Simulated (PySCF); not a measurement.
**EPR calculation of CCl3**

- system: CCl3, multiplicity 2, SMILES Cl[C](Cl)Cl
- method: UKS B3LYP, IGLO-III on C Cl, non-relativistic, mean-field spin-orbit, GIAO (PySCF 2.14.0)

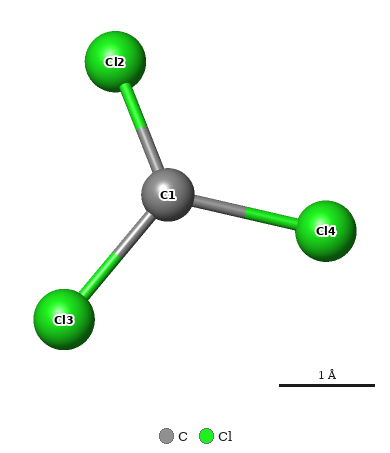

*The input geometry (ball-and-stick view, seen at a tilt; atoms are numbered from 1 in the order of the input).*

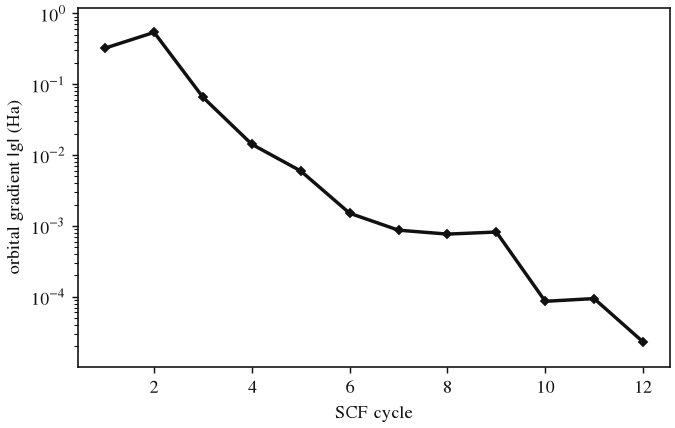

*Convergence of the self-consistent field: orbital gradient |g| against the SCF cycle.*

All cycles printed in the log are drawn one after another.

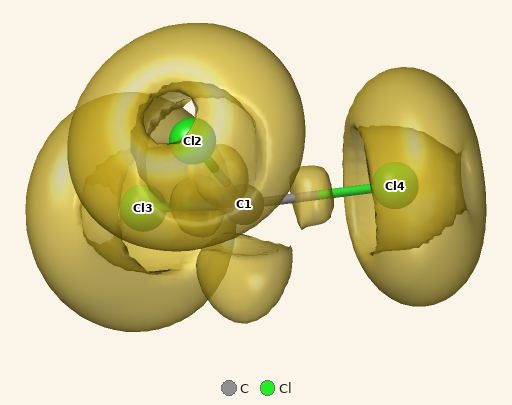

*Isosurface of the ELF at 0.8 (yellow), seen from the side. Only the valence region is drawn (cores and ρ < 0.01 e/Å³ removed).*

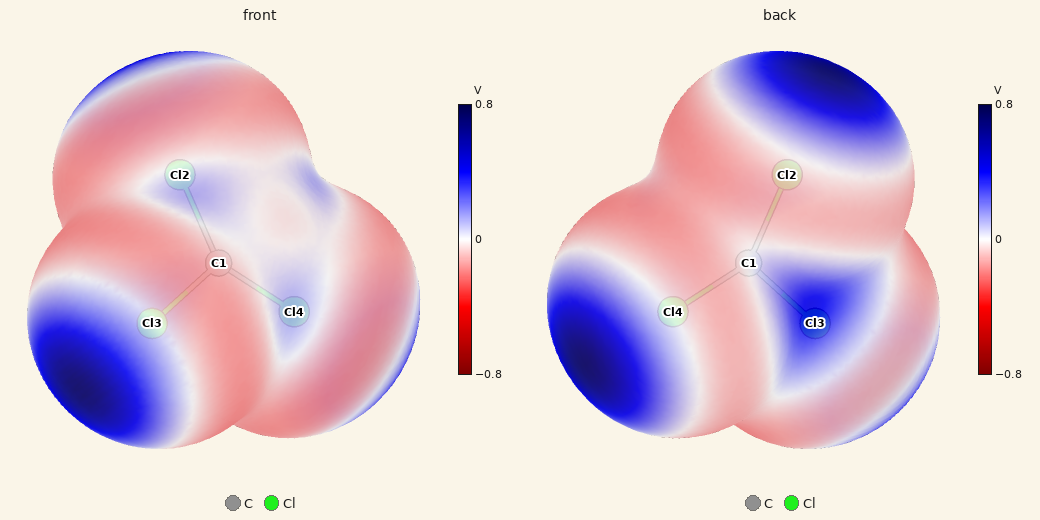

*The electrostatic potential painted on the density surface at 0.001 e/bohr³, seen at a tilt and from behind; the colour scale runs from red (negative) to blue (positive).*

These pictures come from the run below.

### Input file
```
{"job": {"kind": "epr"}, "charge": 0, "multiplicity": 2}
C     -0.000508    -0.007347     0.186393
Cl    -0.550066     1.587780    -0.104526
Cl    -1.108008    -1.278754    -0.110982
Cl     1.653757    -0.328601    -0.116873
```

The first line tells a small driver script what to run in PySCF; the rest is the geometry in Å.

Launched with:
```bash
OMP_NUM_THREADS=1 python <driver script> task.json out
```

### The program's output
```
UKS, coarse grid
  cycle   1  E = -1418.68603704  |g| = 3.24e-01
  cycle   2  E = -1418.59421999  |g| = 5.40e-01
  cycle   3  E = -1418.72308300  |g| = 6.54e-02
  cycle   4  E = -1418.72485269  |g| = 1.42e-02
  cycle   5  E = -1418.72496523  |g| = 5.96e-03
  cycle   6  E = -1418.72498693  |g| = 1.51e-03
  cycle   7  E = -1418.72499022  |g| = 8.71e-04
UKS, final grid
  cycle   1  E = -1418.72501717  |g| = 7.67e-04
  cycle   2  E = -1418.72501719  |g| = 8.20e-04
  cycle   3  E = -1418.72501749  |g| = 8.63e-05
  cycle   4  E = -1418.72501749  |g| = 9.43e-05
  cycle   5  E = -1418.72501750  |g| = 2.31e-05
E = -1418.72501750 Eh   <S^2> = 0.7543 (exact 0.7500)
g shifts (ppm)      1          2          3
  rmc          -228       -228       -228
  gc              1         37         37
  oz_so       -2107      12257      12257
  total       -2334      12065      12066
hyperfine (MHz)  atom isotope    a_iso     a_fc   dipolar eigenvalues
    0   13C     344.13     343.23    -71.47    -71.47    142.95
    1  35Cl      16.63      16.43    -26.81    -17.67     44.48
    2  35Cl      16.63      16.43    -26.81    -17.67     44.48
    3  35Cl      16.64      16.44    -26.81    -17.66     44.47
```

### Summary

| quantity | value |
| --- | --- |
| outcome | converged |
| total energy | −1418.725017 hartree |
| ⟨S²⟩ | 0.754 |
| isotropic g | 2.0096 |
| hardware | 1 CPU thread, shared host |
| wall time | 20 s |
| peak memory | 0.56 GiB |
